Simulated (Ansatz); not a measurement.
# BClO + H2O: a complex and its separated parts, part 2 of 2

Ansatz 0.2.0, Gaussian basis. Earlier steps stand in the parts before.

## Step 14: wB97X-V/def2-TZVPP

The inputs:

parta/in.yaml

```yaml
crystal:
  periodic: [false, false, false]
  atoms:
    - {symbol: B, position_ang: [0.143261, 0.899676, -0.639357]}
    - {symbol: O, position_ang: [-0.746107, 0.544671, -1.368654]}
    - {symbol: Cl, position_ang: [1.384952, 1.395313, 0.378850]}
basis:
  gaussian: {orbitals: def2-TZVPP}
hamiltonian: {xc: {name: wB97X-V}}
```

partb/in.yaml

```yaml
crystal:
  periodic: [false, false, false]
  atoms:
    - {symbol: O, position_ang: [0.015602, -0.829768, 0.295026]}
    - {symbol: H, position_ang: [-0.851123, -1.181068, 0.080174]}
    - {symbol: H, position_ang: [0.053415, -0.828925, 1.253859]}
basis:
  gaussian: {orbitals: def2-TZVPP}
hamiltonian: {xc: {name: wB97X-V}}
```

The same command starts each run, in its folder.

The run is started by

```
ansatz run in.yaml --threads 2 --pin off --events-out ev --progress --plain --max-ram 4352MiB
```

Log of parta, shortened:

```text
Functional definition: wB97X-V
  name "wB97X-V"
  cite "Mardirossian & Head-Gordon, Phys. Chem. Chem. Phys. 16, 9904 (2014) doi:10.1039/C3CP54374A"
  cite "Becke, J. Chem. Phys. 107, 8554 (1997) doi:10.1063/1.475007"
  cite "Vydrov & Van Voorhis, J. Chem. Phys. 133, 244103 (2010) doi:10.1063/1.3521275"
[...]
      + integral(e_c_pw_opposite_spin*poly(b97_u_opposite, cos0, cos1)) + vv10(b, c)
630 factors; their error is unknown
112 factors; integrals over basis functions are off by at most 4.3e-5 eV
[...]
mean field -15246.64680645 eV, -560.3039355888 hartree, gradient 4.7e-5 eV, S^2 0.000000; 0 other end points of the search recorded, 0 dependent functions left out
reference -15246.64680490 eV, -560.3039355317 hartree; 15, 15 occupied and 89, 89 virtual orbitals, 630 factors
Total energy: -15246.64680490 eV, -560.3039355317 hartree
```

partb printed, shortened:

```text
[... 5 set-up lines as earlier in the session ...]
[...]
      + integral(e_c_pw_opposite_spin*poly(b97_u_opposite, cos0, cos1)) + vv10(b, c)
269 factors; their error is unknown
69 factors; integrals over basis functions are off by at most 2.2e-5 eV
[...]
mean field -2079.88767335 eV, -76.4344621972 hartree, gradient 2.2e-5 eV, S^2 0.000000; 0 other end points of the search recorded, 0 dependent functions left out
reference -2079.88767246 eV, -76.4344621643 hartree; 5, 5 occupied and 54, 54 virtual orbitals, 269 factors
Total energy: -2079.88767246 eV, -76.4344621643 hartree
```

Wall times: 0.95 s (parta), 0.35 s (partb) on 2 threads of Intel Xeon 6975P-C, shared host.

## Step 15: wB97M-V/def2-TZVPP

Each input of step 14 (parta, partb) changes in the same lines:

```diff
-hamiltonian: {xc: {name: wB97X-V}}
+hamiltonian: {xc: {name: wB97M-V}}
```

The same command starts each run, in its folder.

The run is started by

```
ansatz run in.yaml --threads 2 --pin off --events-out ev --progress --plain --max-ram 4352MiB
```

parta printed, shortened:

```text
Functional definition: wB97M-V
  name "wB97M-V"
  cite "Mardirossian & Head-Gordon, J. Chem. Phys. 144, 214110 (2016) doi:10.1063/1.4952647"
[... 2 set-up lines as earlier in the session ...]
  # Of w^i u^j: cxij and so on, Table III.
[...]
  gx(w, u) = 1 - cx + cx01*u + cx10*w
[...]
      + integral(e_c_pw_mod_opposite_spin*gos(b97_w_opposite, b97_u_opposite)) + vv10(b, c)
630 factors; their error is unknown
112 factors; integrals over basis functions are off by at most 4.3e-5 eV
[...]
mean field -15248.18523647 eV, -560.3604718490 hartree, gradient 9.1e-6 eV, S^2 0.000000; 0 other end points of the search recorded, 0 dependent functions left out
reference -15248.18527444 eV, -560.3604732446 hartree; 15, 15 occupied and 89, 89 virtual orbitals, 630 factors
Total energy: -15248.18527444 eV, -560.3604732446 hartree
```

Output in partb, shortened:

```text
[... 5 set-up lines as earlier in the session ...]
  # Of w^i u^j: cxij and so on, Table III.
[...]
  gx(w, u) = 1 - cx + cx01*u + cx10*w
[...]
      + integral(e_c_pw_mod_opposite_spin*gos(b97_w_opposite, b97_u_opposite)) + vv10(b, c)
269 factors; their error is unknown
69 factors; integrals over basis functions are off by at most 2.2e-5 eV
[...]
mean field -2079.85938470 eV, -76.4334226082 hartree, gradient 2.9e-5 eV, S^2 0.000000; 0 other end points of the search recorded, 0 dependent functions left out
reference -2079.85940671 eV, -76.4334234171 hartree; 5, 5 occupied and 54, 54 virtual orbitals, 269 factors
Total energy: -2079.85940671 eV, -76.4334234171 hartree
```

Wall times: 1.4 s (parta), 0.45 s (partb) on 2 threads of Intel Xeon 6975P-C, shared host.

## Step 16: B2PLYP/def2-TZVPP

Each input of step 15 (parta, partb) changes in the same lines:

```diff
-hamiltonian: {xc: {name: wB97M-V}}
+hamiltonian: {xc: {name: B2PLYP}}
```

One command serves all of them, each in its own folder.

The run is started by

```
ansatz run in.yaml --threads 2 --pin off --events-out ev --progress --plain --max-ram 4352MiB
```

Log of parta, shortened:

```text
Functional definition: B2PLYP
  name "B2PLYP"
  cite "Grimme, J. Chem. Phys. 124, 034108 (2006) doi:10.1063/1.2148954"
[... 2 set-up lines as earlier in the session ...]
[...]
656 factors; integrals over basis functions are off by at most 1.3e-3 eV
[...]
mean field -15239.57893695 eV, -560.0441961754 hartree, gradient 3.3e-6 eV, S^2 0.000000; 0 other end points of the search recorded, 0 dependent functions left out
7 core orbitals not correlated: weight in the atoms' cores, before any rotation towards them, 1.000 or more for the frozen orbitals, at most 0.000 for the correlated occupied ones
reference -15239.57906308 eV, -560.0442008103 hartree; 8, 8 occupied and 89, 89 virtual orbitals, 656 factors
second order -16.98685780 eV of doubles, -0.00000000 eV of singles
Total energy: -15244.16551468 eV, -560.2127497980 hartree
```

partb printed, shortened:

```text
[... 5 set-up lines as earlier in the session ...]
[...]
361 factors; integrals over basis functions are off by at most 7.6e-4 eV
[...]
mean field -2077.03828096 eV, -76.3297489580 hartree, gradient 8.4e-7 eV, S^2 0.000000; 0 other end points of the search recorded, 0 dependent functions left out
1 core orbitals not correlated: weight in the atoms' cores, before any rotation towards them, 1.000 or more for the frozen orbitals, at most 0.000 for the correlated occupied ones
reference -2077.03836598 eV, -76.3297520827 hartree; 4, 4 occupied and 54, 54 virtual orbitals, 361 factors
second order -8.41873273 eV of doubles, -0.00000000 eV of singles
Total energy: -2079.31142382 eV, -76.4132854175 hartree
```

Wall times: 0.7 s (parta), 0.25 s (partb) on 2 threads of Intel Xeon 6975P-C, shared host.

## Step 17: PBE-QIDH/def2-TZVPP

The same edit goes into each in.yaml of step 16 (parta, partb):

```diff
-hamiltonian: {xc: {name: B2PLYP}}
+hamiltonian: {xc: {name: PBE-QIDH}}
```

One command serves all of them, each in its own folder.

The run is started by

```
ansatz run in.yaml --threads 2 --pin off --events-out ev --progress --plain --max-ram 4352MiB
```

Log of parta, shortened:

```text
Functional definition: PBE-QIDH
  name "PBE-QIDH"
  cite "Brémond, Sancho-García, Pérez-Jiménez & Adamo, J. Chem. Phys. 141, 031101 (2014) doi:10.1063/1.4890314"
[... 1 set-up line as earlier in the session ...]
[...]
656 factors; integrals over basis functions are off by at most 1.3e-3 eV
[...]
mean field -15234.27157992 eV, -559.8491544019 hartree, gradient 4.8e-6 eV, S^2 0.000000; 0 other end points of the search recorded, 0 dependent functions left out
7 core orbitals not correlated: weight in the atoms' cores, before any rotation towards them, 1.000 or more for the frozen orbitals, at most 0.000 for the correlated occupied ones
reference -15234.27158951 eV, -559.8491547545 hartree; 8, 8 occupied and 89, 89 virtual orbitals, 656 factors
second order -15.67889550 eV of doubles, -0.00000000 eV of singles
Total energy: -15239.49788801 eV, -560.0412176818 hartree
```

Output in partb, shortened:

```text
[... 4 set-up lines as earlier in the session ...]
[...]
361 factors; integrals over basis functions are off by at most 7.6e-4 eV
[...]
mean field -2075.58435727 eV, -76.2763182481 hartree, gradient 2.2e-6 eV, S^2 0.000000; 0 other end points of the search recorded, 0 dependent functions left out
1 core orbitals not correlated: weight in the atoms' cores, before any rotation towards them, 1.000 or more for the frozen orbitals, at most 0.000 for the correlated occupied ones
reference -2075.58436276 eV, -76.2763184499 hartree; 4, 4 occupied and 54, 54 virtual orbitals, 361 factors
second order -7.85899917 eV of doubles, -0.00000000 eV of singles
Total energy: -2078.20402915 eV, -76.3725894141 hartree
```

Times: 0.7 s (parta), 0.25 s (partb) on 2 threads of Intel Xeon 6975P-C, shared host.

## Step 18: RPA on PBE/def2-TZVPP

Each input of step 17 (parta, partb) changes in the same lines:

```diff
-hamiltonian: {xc: {name: PBE-QIDH}}
+hamiltonian: {xc: pbe}
+correlation: {method: rpa}
```

The same command starts each run, in its folder.

The run is started by

```
ansatz run in.yaml --threads 2 --pin off --events-out ev --progress --plain --max-ram 4352MiB
```

parta printed, shortened:

```text
[... 4 set-up lines as earlier in the session ...]
[...]
656 factors; integrals over basis functions are off by at most 1.3e-3 eV
[...]
mean field -15241.24772828 eV, -560.1055231257 hartree, gradient 1.3e-6 eV, S^2 0.000000; 0 other end points of the search recorded, 0 dependent functions left out
7 core orbitals not correlated: weight in the atoms' cores, before any rotation towards them, 1.000 or more for the frozen orbitals, at most 0.000 for the correlated occupied ones
reference -15215.20902150 eV, -559.1486183012 hartree; 8, 8 occupied and 89, 89 virtual orbitals, 656 factors
Total energy: -15236.72530745 eV, -559.9393272256 hartree
```

Log of partb, shortened:

```text
[... 4 set-up lines as earlier in the session ...]
[...]
361 factors; integrals over basis functions are off by at most 7.6e-4 eV
[...]
mean field -2078.40755561 eV, -76.3800688735 hartree, gradient 2.1e-6 eV, S^2 0.000000; 0 other end points of the search recorded, 0 dependent functions left out
1 core orbitals not correlated: weight in the atoms' cores, before any rotation towards them, 1.000 or more for the frozen orbitals, at most 0.000 for the correlated occupied ones
reference -2069.53696655 eV, -76.0540807382 hartree; 4, 4 occupied and 54, 54 virtual orbitals, 361 factors
Total energy: -2080.48261326 eV, -76.4563258355 hartree
```

They took 0.8 s (parta), 0.25 s (partb) on 2 threads of Intel Xeon 6975P-C, shared host.

## Step 19: CCSD(T)/def2-TZVPP

The same edit goes into each in.yaml of step 18 (parta, partb):

```diff
-hamiltonian: {xc: pbe}
-correlation: {method: rpa}
+correlation: {method: ccsd_t}
```

The same command starts each run, in its folder.

The run is started by

```
ansatz run in.yaml --threads 2 --pin off --events-out ev --progress --plain --max-ram 4352MiB
```

Output in parta, shortened:

```text
Functional definition: HF
  name "HF"
  cite "Fock, Z. Phys. 61, 126 (1930) doi:10.1007/BF01340294"
[... 1 set-up line as earlier in the session ...]
[...]
656 factors; integrals over basis functions are off by at most 1.3e-3 eV
[...]
mean field -15216.09965019 eV, -559.1813483018 hartree, gradient 3.2e-6 eV, S^2 0.000000; 0 other end points of the search recorded, 0 dependent functions left out
7 core orbitals not correlated: weight in the atoms' cores, before any rotation towards them, 1.000 or more for the frozen orbitals, at most 0.000 for the correlated occupied ones
reference -15216.09965019 eV, -559.1813483018 hartree; 8, 8 occupied and 89, 89 virtual orbitals, 656 factors
second order -13.83367076 eV of doubles, -0.00000000 eV of singles
cycle   1  -13.72650910 eV  change    1.1e-1 eV  update   1.0e-1
[...]
cycle   9  -14.17409172 eV  change   -1.2e-5 eV  update   9.6e-6
perturbative correction -0.64927829 eV, -0.0238605371 hartree
Total energy: -15230.92302020 eV, -559.7260971019 hartree
```

partb printed, shortened:

```text
[... 4 set-up lines as earlier in the session ...]
[...]
361 factors; integrals over basis functions are off by at most 7.6e-4 eV
[...]
mean field -2069.76241297 eV, -76.0623657413 hartree, gradient 3.6e-6 eV, S^2 0.000000; 0 other end points of the search recorded, 0 dependent functions left out
1 core orbitals not correlated: weight in the atoms' cores, before any rotation towards them, 1.000 or more for the frozen orbitals, at most 0.000 for the correlated occupied ones
reference -2069.76241297 eV, -76.0623657413 hartree; 4, 4 occupied and 54, 54 virtual orbitals, 361 factors
second order -7.10557259 eV of doubles, -0.00000000 eV of singles
cycle   1  -7.11163313 eV  change   -6.1e-3 eV  update   4.1e-2
[...]
cycle   8  -7.26608849 eV  change    3.4e-6 eV  update   7.2e-6
perturbative correction -0.20740394 eV, -0.0076219543 hartree
Total energy: -2077.23590540 eV, -76.3370115224 hartree
```

Times: 1.2 s (parta), 0.35 s (partb) on 2 threads of Intel Xeon 6975P-C, shared host.

## Step 20: Vibrations of BClO

File vib-parta/in.yaml:

```yaml
crystal:
  periodic: [false, false, false]
  atoms:
    - {symbol: B, position_ang: [0.143261, 0.899676, -0.639357]}
    - {symbol: O, position_ang: [-0.746107, 0.544671, -1.368654]}
    - {symbol: Cl, position_ang: [1.384952, 1.395313, 0.378850]}
basis:
  gaussian: {orbitals: def2-TZVP}
hamiltonian: {xc: pbe0, dispersion: d4}
phonons: {temperatures: {t_min: 298.15, t_max: 900, t_step: 200}}
```

The run is started by

```
ansatz run in.yaml --threads 2 --pin off --events-out ev --progress --plain --max-ram 4352MiB
```

What it wrote, shortened:

```text
[... 5 set-up lines as earlier in the session ...]
[...]
588 factors; their error is unknown
[...]
mean field -15242.17325391 eV, -560.1395355650 hartree, gradient 2.1e-6 eV, S^2 0.000000; 0 other end points of the search recorded, 0 dependent functions left out
[...]
Total energy: -15242.21234064 eV, -560.1409719759 hartree
Atom 0 at     0.143261     0.899676    -0.639357 Å, force    -0.000890    -0.000355    -0.000730 eV/Å
Atom 1 at    -0.746107     0.544671    -1.368654 Å, force     0.002174     0.000868     0.001783 eV/Å
Atom 2 at     1.384952     1.395313     0.378850 Å, force    -0.001284    -0.000512    -0.001053 eV/Å
Dipole moment:     0.427305     0.170565     0.350397 e Å
Vibrations: 419.67 419.67 698.98 2040.08 cm⁻¹, zero-point energy 0.221832 eV
```

Wall time 8.5 s (2 threads of Intel Xeon 6975P-C, shared host).

Wavenumbers and character of the modes:

```csv
mode,wavenumber (cm⁻¹),character
1,420,bend
2,420,bend
3,699,B–Cl stretch
4,2040,B–O stretch
```

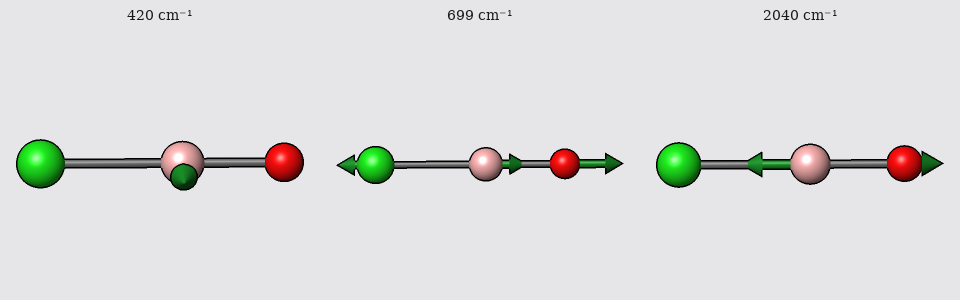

Displacements of 3 modes, as arrows.

Vibrational sums (real modes only):

```csv
T (K),entropy (J/mol/K),heat capacity (J/mol/K)
298,8.8,15.5
498,18.3,21.5
698,26.2,24.9
898,32.7,27.2
```

## Step 21: Vibrations of H2O

File vib-partb/in.yaml:

```yaml
crystal:
  periodic: [false, false, false]
  atoms:
    - {symbol: O, position_ang: [0.015602, -0.829768, 0.295026]}
    - {symbol: H, position_ang: [-0.851123, -1.181068, 0.080174]}
    - {symbol: H, position_ang: [0.053415, -0.828925, 1.253859]}
basis:
  gaussian: {orbitals: def2-TZVP}
hamiltonian: {xc: pbe0, dispersion: d4}
phonons: {temperatures: {t_min: 298.15, t_max: 900, t_step: 200}}
```

The run is started by

```
ansatz run in.yaml --threads 2 --pin off --events-out ev --progress --plain --max-ram 4352MiB
```

What it wrote, shortened:

```text
[... 5 set-up lines as earlier in the session ...]
[...]
239 factors; their error is unknown
[...]
mean field -2078.33307677 eV, -76.3773318264 hartree, gradient 1.2e-5 eV, S^2 0.000000; 0 other end points of the search recorded, 0 dependent functions left out
[...]
Total energy: -2078.33734662 eV, -76.3774887406 hartree
Atom 0 at     0.015602    -0.829768     0.295026 Å, force    -0.000245    -0.000103     0.000220 eV/Å
Atom 1 at    -0.851123    -1.181068     0.080174 Å, force    -0.000148    -0.000054    -0.000461 eV/Å
Atom 2 at     0.053415    -0.828925     1.253859 Å, force     0.000393     0.000157     0.000241 eV/Å
Dipole moment:    -0.305638    -0.129221     0.274321 e Å
Vibrations: 1622.94 3851.75 3959.44 cm⁻¹, zero-point energy 0.584842 eV
```

It took 0.65 s on 2 threads of Intel Xeon 6975P-C, shared host.

The modes, with what each moves most:

```csv
mode,wavenumber (cm⁻¹),character
1,1623,bend
2,3852,O–H stretch
3,3959,O–H stretch
```

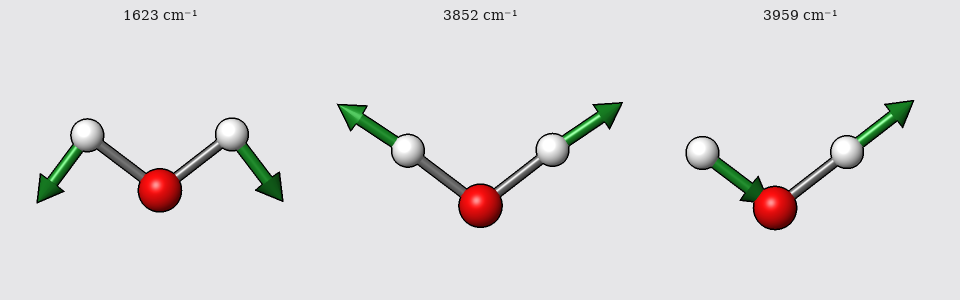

Displacements of 3 modes, as arrows.

Vibrational sums (real modes only):

```csv
T (K),entropy (J/mol/K),heat capacity (J/mol/K)
298,0.0,0.2
498,0.4,1.7
698,1.4,3.9
898,2.6,6.1
```

## Step 22: Complex less separated parts

The complex's own energies come from single points at the same levels.

Rows are in def2-TZVPP; times add the 3 runs of a level on a shared host, so small differences are noise.

Differences are taken before rounding.

```csv
method,rung,complex less parts (kJ/mol),from CCSD(T) (kJ/mol),time
SPW92,LDA,-59.0,-48.1,0.9 s
PBE-D4,GGA,-22.3,-11.3,1.2 s
BLYP-D4,GGA,-8.7,+2.3,1.3 s
r2SCAN-D4,meta-GGA,-25.0,-14.0,2.8 s
B97M-V,meta-GGA,-17.3,-6.3,4.2 s
PBE0-D4,hybrid,-25.2,-14.2,1.8 s
B3LYP-D4,hybrid,-13.7,-2.8,2.1 s
r2SCAN0-D4,hybrid,-27.7,-16.8,2.9 s
BHLYP-D4,hybrid,-18.9,-7.9,2.1 s
CAM-B3LYP-D4,range-separated hybrid,-21.0,-10.0,2.1 s
wB97X-V,range-separated hybrid,-21.4,-10.4,4.3 s
wB97M-V,range-separated hybrid,-21.7,-10.8,5 s
B2PLYP,double hybrid,-8.2,+2.8,3.2 s
PBE-QIDH,double hybrid,-21.6,-10.6,3.3 s
RPA on PBE,RPA,-2.1,+8.9,3.2 s
Hartree-Fock,wavefunction,2.7,+13.6,
MP2,wavefunction,-11.2,-0.3,
CCSD,wavefunction,-9.0,+2.0,
CCSD(T),wavefunction,-11.0,0,15 s
```

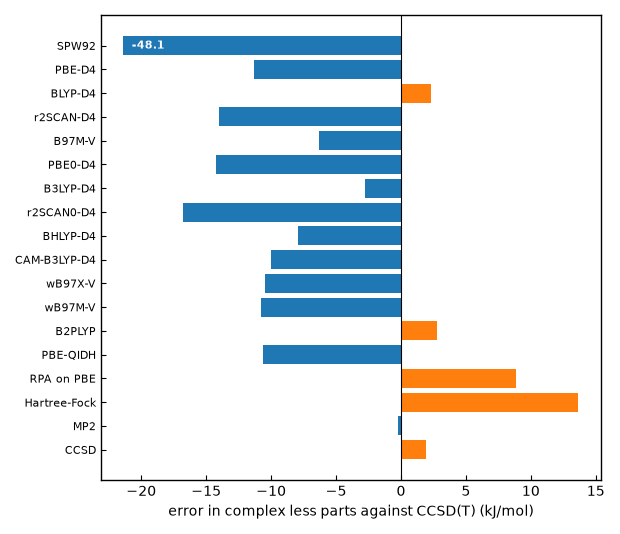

Deviations from CCSD(T), method by method. Bars with a number in them are cut short.

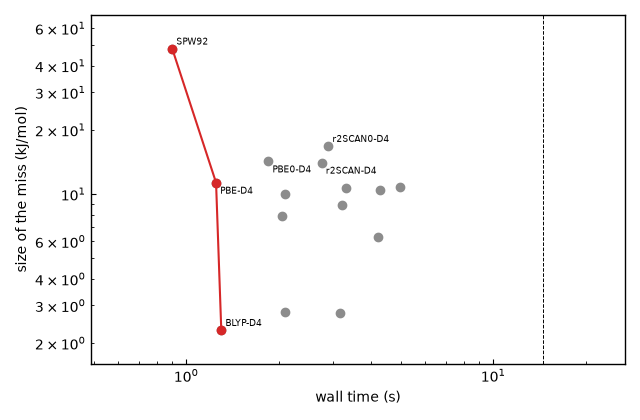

Accuracy for the time spent; red marks the levels that beat every quicker one drawn (of those quicker than the yardstick), and the dashed line is the time of CCSD(T). Only those levels and the largest misses are named. Times are from a shared host.

For cost: BLYP-D4 gets within 2.3 kJ/mol in 1.3 s, where CCSD(T) took 15 s; the quickest level in the cost chart, SPW92, takes 0.9 s and misses by 48.1 kJ/mol.

The complex's zero-point energy, from a separate PBE0-D4 run, is 0.920 eV.

## Step 23: Outcome

What follows sums up all 2 parts.

| quantity | value |
| --- | --- |
| complex less parts, CCSD(T)/def2-TZVPP | -11.0 kJ/mol |
| with zero-point energy | 0.0 kJ/mol |
| largest T1 diagnostic | 0.016 |

What this shows: At CCSD(T) the complex lies 11.0 kJ/mol below its parts. BLYP-D4 is the best functional here (+2.3 kJ/mol from CCSD(T)); SPW92 is the worst (-48.1 kJ/mol). Mean unsigned error by rung: LDA 48.1, GGA 6.8, meta-GGA 10.2, hybrid 10.4, range-separated hybrid 10.4, double hybrid 6.7 kJ/mol. PBE-D4 gives a relative energy 11.3 kJ/mol too low, an error of 103 % of the reference. No counterpoise was applied, and triple zeta lacks some correlation, so the CCSD(T) reference has a basis error of its own, and close matches with it are partly luck.
